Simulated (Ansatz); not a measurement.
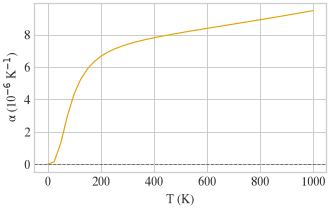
Figure. Linear thermal expansion of Rh (fcc (Cu type), Fm-3m) from the quasi-harmonic free energy, DFT at the PBEsol level (Ansatz, a program for electronic structure)

The pressure is 5 GPa. The structure is held there; whether it is the stable one at that pressure was not tested.

Question: Read off α at 1000 K, and say whether it is negative anywhere.

Answer: About 9.5 × 10⁻⁶ K⁻¹. It is not negative in the range shown.

The PAW data sets were generated under PBE and serve the other functionals too.
